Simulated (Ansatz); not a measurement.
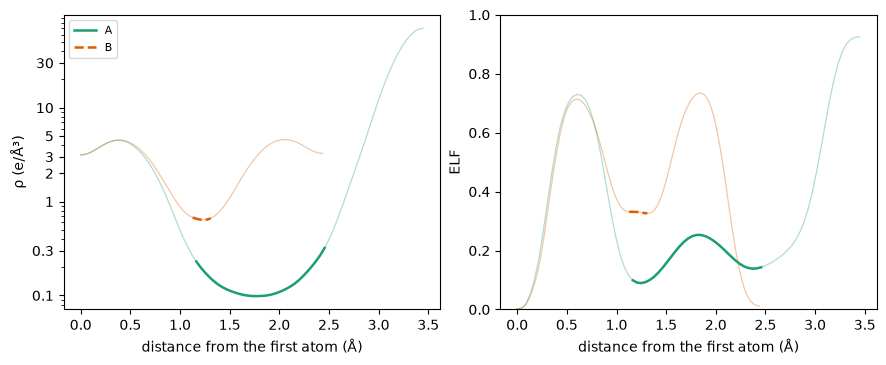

Ta$_{4}$Cu. Valence electron density and ELF along straight lines between neighbouring atoms. Thin, pale parts lie inside the atomic spheres.

Space group Pm-3m; a structure generated by program, which may or may not match a known phase; computed without spin polarisation.

Theory: DFT PBE, scalar-relativistic, plane waves, PAW in Ansatz.

The density is the valence pseudo-density of a PAW calculation; it isn't the true density close to the nuclei.

```
CELL_PARAMETERS angstrom
4.87588 0.00000 0.00000
0.00000 4.87588 0.00000
0.00000 0.00000 4.87588
ATOMIC_POSITIONS crystal
Ta 0.00000 0.50000 0.50000
Ta 0.50000 0.00000 0.50000
Ta 0.50000 0.50000 0.00000
Ta 0.50000 0.50000 0.50000
Cu 0.00000 0.00000 0.00000
```

Which curve belongs to which contact (Ta–Cu and Ta–Ta)? The first atom named is at distance zero.

Answer. Curve A: Ta–Cu (3.45 Å): the density is about 0.1 e/Å³ at the midpoint; the ELF is about 0.25 at the midpoint (no localised pair shows between them). Curve B: Ta–Ta (2.44 Å): ρ is about 0.64 e/Å³ halfway; the ELF is about 0.35 at the midpoint.
